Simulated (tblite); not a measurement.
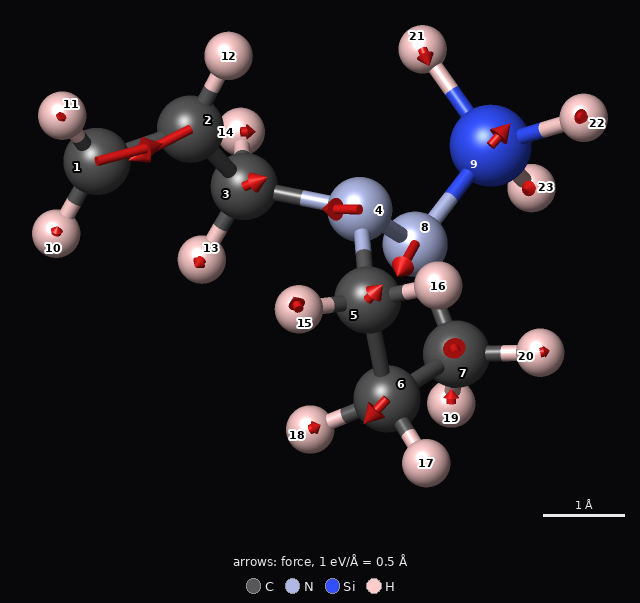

Starting geometry of C$_{6}$H$_{14}$N$_{2}$Si with the computed forces as red arrows. A ball-and-stick model, seen at a tilt.

Computed with GFN2-xTB geometry optimisation, gas phase (tblite). 

> What follows when this structure is relaxed?

It isn't relaxed: the largest force vector, on C1, is 1.85 eV/Å. The final displacements have little in common with the starting forces (cosine between the two patterns 0.05). Over 142 geometry steps the energy falls by 30.7 kJ/mol. H19 moves most after the best rigid fit: 1.34 Å. By element the largest moves are H 1.34 Å, C 0.59 Å, Si 0.47 Å, N 0.20 Å. Near-neighbour distances that change, for instance: N4–N8 1.491 → 1.417 Å, C3–N4 1.500 → 1.463 Å, C5–C6 1.510 → 1.545 Å, C1–C2 1.353 → 1.320 Å. Bond angles that change, for instance: N8–Si9–H22 109.3° → 116.5°, N8–Si9–H21 109.9° → 104.0°, H21–Si9–H23 109.1° → 113.8°. Groups turn about C7–N8 by about 50°, C6–C7 by about 45°, N4–N8 by about 35°.
